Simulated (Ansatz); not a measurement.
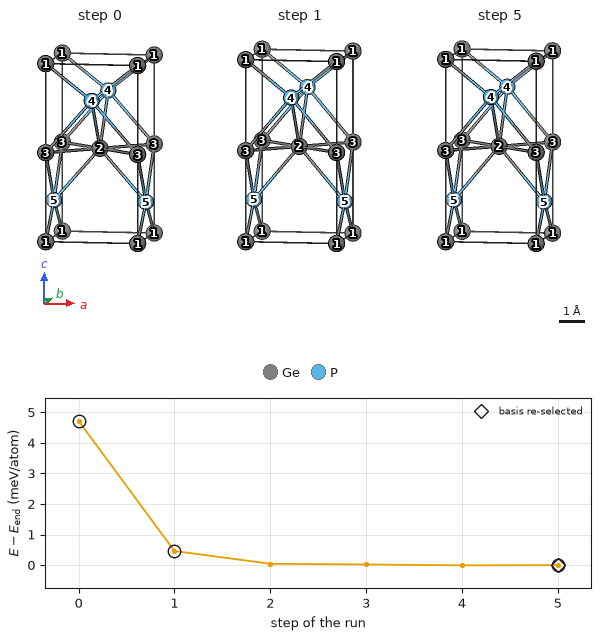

Frames of a relaxation of solid Ge$_{3}$P$_{2}$ (a generated structure, set up in P-4m2), marked on the history of the run. The picture is a ball-and-stick view of the cell of the calculation, seen slightly off an axis.

The calculation used Ansatz 0.2.0, DFT PBE, scalar-relativistic, plane waves, PAW. Settings: plane-wave cutoff 420 eV; k-point mesh 10 × 10 × 6; occupations gaussian; smearing width 0.1 eV; no spin polarisation; cell and atoms relaxed; force threshold 0.01 eV/Å; at most 80 steps.

### What happens along the run?

The largest moves relative to the cell, 0.019 Å, are those of P4 and P5. P5 goes along −c. Ge stays in place. Cell: a = b 3.803 → 3.744 Å (−1.6 %), c 7.299 → 7.473 Å (+2.4 %). Volume −0.8 %. Among the contacts that change: Ge2–Ge3 2.689 → 2.647 Å, Ge2–P4 2.877 → 2.911 Å, Ge1–P4 2.416 → 2.403 Å. The space group stays P-4m2 (No. 115). After 4 accepted moves (5 points after the start) the energy has fallen by 4.7 meV per atom. The largest force component goes from 0.052 to under 0.0001 eV/Å. The pressure goes from −0.17 to 0.01 GPa. At 1 point the geometry stayed and the basis and grid were re-selected for the new cell (energy shift of less than 0.05 meV per atom at most each time). From step 0 to 1: energy −4.3 meV per atom. From step 1 to 5: volume −0.7 %, energy −0.5 meV per atom.

```json
{"step": "0", "E − E(0), meV/atom": "0.00", "largest force component, eV/Å": "0.0521", "pressure, GPa": "-0.17", "volume, Å³/atom": "21.115", "note": ""}
{"step": "1", "E − E(0), meV/atom": "-4.26", "largest force component, eV/Å": "0.0758", "pressure, GPa": "-0.44", "volume, Å³/atom": "21.104", "note": ""}
{"step": "2", "E − E(0), meV/atom": "-4.68", "largest force component, eV/Å": "0.0412", "pressure, GPa": "0.01", "volume, Å³/atom": "20.940", "note": ""}
{"step": "3", "E − E(0), meV/atom": "-4.70", "largest force component, eV/Å": "0.0272", "pressure, GPa": "-0.06", "volume, Å³/atom": "20.976", "note": ""}
{"step": "4", "E − E(0), meV/atom": "-4.73", "largest force component, eV/Å": "0.0000", "pressure, GPa": "0.01", "volume, Å³/atom": "20.952", "note": ""}
{"step": "5", "E − E(0), meV/atom": "-4.72", "largest force component, eV/Å": "0.0001", "pressure, GPa": "0.01", "volume, Å³/atom": "20.952", "note": "same geometry, new basis"}
```
